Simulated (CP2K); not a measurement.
# Pade/SZV-MOLOPT-SR-GTH (core potential) run of SiSe (SMILES [Si][Se])

Aim: the vertical ionisation energy of SiSe at Pade/SZV-MOLOPT-SR-GTH (core potential), from 2 runs. 

Program for the calculation: CP2K 2026.2.

1 further run of the same task is left out (set aside as unsound or not needed).

**1. The structure to begin with**

SiSe: 2 atoms, total charge 0, spin state singlet. SMILES: `[Si][Se]`. The shape is that of a PBE0-D4/def2-TZVP optimisation.

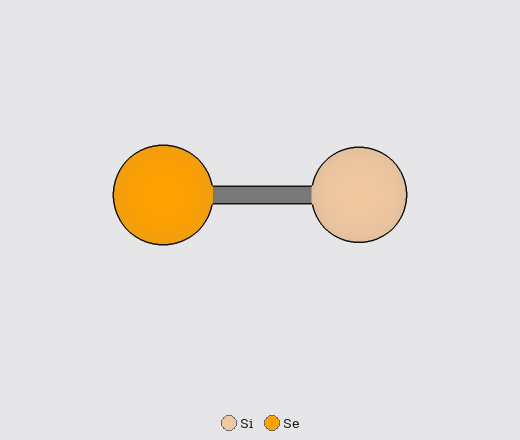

Viewed from a chosen angle; silicon light orange, selenium orange.

**2. The energy at Pade/SZV-MOLOPT-SR-GTH (core potential)**

Contents of qs.inp:

```
&FORCE_EVAL
 METHOD QS
 &DFT
  BASIS_SET_FILE_NAME BASIS_MOLOPT
  POTENTIAL_FILE_NAME GTH_POTENTIALS
  # Quickstep
  &QS
   METHOD GPW
   EPS_DEFAULT 1.0E-10
  &END QS
  # plane-wave cutoff in Ry
  &MGRID
   CUTOFF 400
   REL_CUTOFF 50
   NGRIDS 4
  &END MGRID
  &POISSON
   PERIODIC NONE
   POISSON_SOLVER WAVELET
  &END POISSON
  # SCF settings
  &SCF
   SCF_GUESS ATOMIC
   EPS_SCF 1.0E-06
   MAX_SCF 150
   ADDED_MOS 5
   &DIAGONALIZATION
    ALGORITHM STANDARD
   &END DIAGONALIZATION
   &MIXING
    METHOD DIRECT_P_MIXING
    ALPHA 0.4
   &END MIXING
  &END SCF
  &XC
   &XC_FUNCTIONAL PADE
   &END XC_FUNCTIONAL
  &END XC
  &PRINT
   &MOMENTS
    PERIODIC F
    REFERENCE COM
    MAX_MOMENT 1
   &END MOMENTS
   &MO ON
    ENERGIES T
    OCCUPATION_NUMBERS T
    NDIGITS 6
    &EACH
     QS_SCF 0
    &END EACH
    ADD_LAST NUMERIC
   &END MO
   &HIRSHFELD OFF
   &END HIRSHFELD
  &END PRINT
 &END DFT
 # atoms, cell and kinds
 &SUBSYS
  # vacuum box
  &CELL
   ABC 12.1 12.1 12.1
   PERIODIC NONE
  &END CELL
  &COORD
   Si     0.000000     0.000000     0.031440
   Se     0.000000     0.000000     2.093090
  &END COORD
  &TOPOLOGY
   &CENTER_COORDINATES
   &END CENTER_COORDINATES
  &END TOPOLOGY
  &KIND Si
   BASIS_SET SZV-MOLOPT-SR-GTH-q4
   POTENTIAL GTH-PADE-q4
  &END KIND
  &KIND Se
   BASIS_SET SZV-MOLOPT-SR-GTH-q6
   POTENTIAL GTH-PADE-q6
  &END KIND
 &END SUBSYS
&END FORCE_EVAL

&GLOBAL
 PROJECT qs
 RUN_TYPE ENERGY
 PRINT_LEVEL MEDIUM
&END GLOBAL
```

Run with:

```bash
OMP_NUM_THREADS=1 cp2k.psmp -i qs.inp > qs.out 2>&1
```

What it wrote:

```text
CP2K| version string:                                       CP2K version 2026.2
[...]
 GLOBAL| Method name                                                        CP2K
[...]
 GLOBAL| Run type                                                         ENERGY
[...]
 *** WARNING in qs_environment.F:2210 :: More added MOs requested than     ***
 *** available. The full set of unoccupied MOs will be used. Use           ***
 *** 'ADDED_MOS -1' to always use all available MOs and to get rid of this ***
[...]
 DFT| Spin restricted Kohn-Sham (RKS) calculation                            RKS
 DFT| Multiplicity                                                             1
[...]
 DFT| Charge                                                                   0
[...]
 FUNCTIONAL| PADE:
 QS| Method:                                                                 GPW
[...]
 QS| Density cutoff [a.u.]:                                                200.0
[...]
 QS| Relative density cutoff [a.u.]:                                        25.0
[...]
                             - Atoms:                                          2
[...]
                             - Spherical basis functions:                      8
[...]
 Number of electrons:                                                         10
[...]
     1 P_Mix/Diag. 0.40E+00    1.7     0.68951956       -13.2289357818 -1.32E+01
[...]
    44 DIIS/Diag.  0.19E-07    1.2     0.00000007       -13.2972196324 -8.07E-12
  *** SCF run converged in    44 steps ***
[...]
  Overlap energy of the core charge distribution:               0.00000004493178
  Self energy of the core charge distribution:                -30.17056596512066
  Core Hamiltonian energy:                                      6.59113707215961
  Hartree energy:                                              13.38626507374708
  Exchange-correlation energy:                                 -3.10405585815783
  Total energy:                                               -13.29721963244002
[...]
                     Mulliken Population Analysis
 #  Atom  Element  Kind  Atomic population                           Net charge
       1     Si       1          3.774309                              0.225691
       2     Se       2          6.225691                             -0.225691
 # Total charge                             10.000000                  0.000000
[...]
  Dipole moment [Debye]
    X= -0.2097843E-10 Y= -0.2097381E-10 Z= -0.1167186E+01  Total=      1.1671858
 ENERGY| Total FORCE_EVAL ( QS ) energy [hartree]            -13.297219632440017
[...]
```

It took 56 s on 1 thread of Arm Neoverse V2, shared host; peak memory 1.1 GiB.

**3. The doublet cation at the same level**

Contents of molecule.inp:

```
&GLOBAL
   PROJECT molecule
   RUN_TYPE ENERGY
   PRINT_LEVEL MEDIUM
&END

&FORCE_EVAL
   METHOD QUICKSTEP
   &DFT
      BASIS_SET_FILE_NAME BASIS_MOLOPT
      POTENTIAL_FILE_NAME GTH_POTENTIALS
      CHARGE 1
      MULTIPLICITY 2
      UKS T
      ! Quickstep
      &QS
         METHOD GPW
         EPS_DEFAULT 1.0E-10
      &END
      ! plane-wave cutoff in Ry
      &MGRID
         CUTOFF 400
         REL_CUTOFF 50
         NGRIDS 4
      &END
      ! isolated system
      &POISSON
         PERIODIC NONE
         POISSON_SOLVER WAVELET
      &END
      ! self-consistent field
      &SCF
         SCF_GUESS ATOMIC
         EPS_SCF 1.0E-06
         MAX_SCF 40
         &OT
            MINIMIZER DIIS
            PRECONDITIONER FULL_ALL
         &END
         &OUTER_SCF
            EPS_SCF 1.0E-06
            MAX_SCF 5
         &END
      &END
      &XC
         &XC_FUNCTIONAL PADE
         &END
      &END
      ! extra output
      &PRINT
         &MOMENTS
            PERIODIC F
            REFERENCE COM
            MAX_MOMENT 1
         &END
         &MO_CUBES
            NLUMO 3
            NHOMO -1
            WRITE_CUBE F
         &END
         &HIRSHFELD OFF
         &END
      &END
   &END
   &SUBSYS
      ! box in angstrom
      &CELL
         ABC 12.1 12.1 12.1
         PERIODIC NONE
      &END
      &COORD
         UNIT bohr
         Si     0.0000000     0.0000000     0.0594130
         Se     0.0000000     0.0000000     3.9553669
      &END
      &TOPOLOGY
         &CENTER_COORDINATES
         &END
      &END
      &KIND Si
         BASIS_SET SZV-MOLOPT-SR-GTH-q4
         POTENTIAL GTH-PADE-q4
      &END
      &KIND Se
         BASIS_SET SZV-MOLOPT-SR-GTH-q6
         POTENTIAL GTH-PADE-q6
      &END
   &END
&END
```

Run with:

```bash
OMP_NUM_THREADS=1 cp2k.psmp -i molecule.inp > molecule.out 2>&1
```

What it wrote:

```text
CP2K| version string:                                       CP2K version 2026.2
[...]
 GLOBAL| Method name                                                        CP2K
[...]
 GLOBAL| Run type                                                         ENERGY
[...]
 DFT| Spin unrestricted (spin-polarized) Kohn-Sham calculation               UKS
 DFT| Multiplicity                                                             2
[...]
 DFT| Charge                                                                   1
[...]
 FUNCTIONAL| PADE:
 QS| Method:                                                                 GPW
[...]
 QS| Density cutoff [a.u.]:                                                200.0
[...]
 QS| Relative density cutoff [a.u.]:                                        25.0
[...]
                             - Atoms:                                          2
[...]
                             - Spherical basis functions:                      8
[...]
 Number of electrons:                                                          5
[...]
     1 OT DIIS     0.15E+00    2.1     0.11146027       -12.7563251627 -1.28E+01
[...]
    34 OT DIIS     0.15E+00    1.9     0.00000066       -12.9301920406 -6.42E-11
  *** SCF run converged in    34 steps ***
[...]
  Overlap energy of the core charge distribution:               0.00000004493177
  Self energy of the core charge distribution:                -30.17056596512066
  Core Hamiltonian energy:                                      5.88029936497948
  Hartree energy:                                              14.09255898202099
  Exchange-correlation energy:                                 -2.73248446741513
  Total energy:                                               -12.93019204060353
[...]
                     Mulliken Population Analysis
 #  Atom  Element  Kind  Atomic population (alpha,beta) Net charge  Spin moment
       1     Si       1         1.961955     1.261896     0.776149     0.700058
       2     Se       2         3.038045     2.738104     0.223851     0.299942
 # Total charge and spin        5.000000     4.000000     1.000000     1.000000
[...]
  Dipole moment [Debye]
    X=  0.4318451E-05 Y=  0.2286118E-04 Z= -0.4919168E+01  Total=      4.9191677
[...]
 HOMO - LUMO gap [eV] :    0.505007
 ENERGY| Total FORCE_EVAL ( QS ) energy [hartree]            -12.930192040603535
[...]
```

Run time: 64 s. Hardware: 1 thread of Arm Neoverse V2, shared host; peak memory 1.2 GiB.

**4. Results**

At Pade/SZV-MOLOPT-SR-GTH (core potential):

```
                                          quantity         value
                        singlet SiSe: total energy  -13.29722 Eh
                       singlet SiSe: dipole moment        1.17 D
                         singlet SiSe: HOMO energy      -6.00 eV
                         singlet SiSe: LUMO energy      -2.72 eV
                       singlet SiSe: HOMO–LUMO gap       3.28 eV
                      doublet cation: total energy  -12.93019 Eh
doublet cation: HOMO energy (highest over α and β)     -14.37 eV
 doublet cation: LUMO energy (lowest over α and β)     -13.86 eV
                              doublet cation: ⟨S²⟩         0.755
vertical ionisation energy (to the doublet cation)      9.987 eV
```

What this shows: Removing an electron at fixed nuclei costs 9.99 eV (964 kJ/mol). −ε(HOMO) before ionisation, 6.00 eV, is 3.98 eV below this ionisation energy. In a minimal basis such a difference can be off by several eV, whatever the method.
